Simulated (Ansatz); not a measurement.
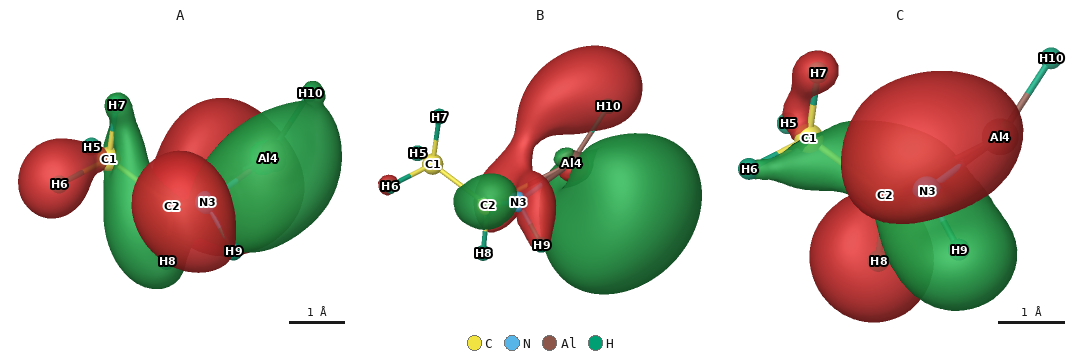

Figure 1: C$_{2}$H$_{6}$AlN. Three frontier orbitals at ±0.08 Å⁻³ᐟ² (green and red are the two phases), in no order.

The fields and orbitals are those of the mean-field reference, not of the correlated method.

Computed with Ansatz 0.2.0, SCF B2GP-PLYP, Gaussian basis.

Input file:

```
crystal:
  periodic: [false, false, false]
  atoms:
    - { symbol: C, position_ang: [-1.0491, 0.5948, -0.2821] }
    - { symbol: C, position_ang: [-0.1775, -0.541, -0.0103] }
    - { symbol: "N", position_ang: [0.5207, -0.3632, 1.2427] }
    - { symbol: Al, position_ang: [1.7682, -0.2445, -0.3143] }
    - { symbol: H, position_ang: [-1.3412, 0.6533, -1.3937] }
    - { symbol: H, position_ang: [-2.038, 0.5313, 0.2814] }
    - { symbol: H, position_ang: [-0.6065, 1.6116, -0.0065] }
    - { symbol: H, position_ang: [-0.5723, -1.5363, -0.1378] }
    - { symbol: H, position_ang: [0.7464, -1.2897, 1.7108] }
    - { symbol: H, position_ang: [2.8325, 0.5325, -1.0873] }
basis:
  gaussian:
    orbitals: cc-pVTZ
hamiltonian:
  xc:
    name: B2GP-PLYP
output:
  orbitals: {}
```

Run with:

```sh
python run_energy.py
```

**Order the three orbitals by energy and name them.**

C is the HOMO−1 (−9.43 eV). By Hirshfeld shares it lies mainly on N3 (about 60 %), C2 (about 15 %), H8 (about 10 %) and H9 (about 5 %). A is the HOMO (−6.14 eV). By Hirshfeld shares it lies mainly on Al4 (about 30 %), N3 (about 30 %) and C2 (about 25 %). B is the LUMO (−0.92 eV). It lies mainly on Al4 (about 80 %) and H10 (about 10 %).

**What is the HOMO–LUMO gap?**

5.22 eV between the orbital energies.
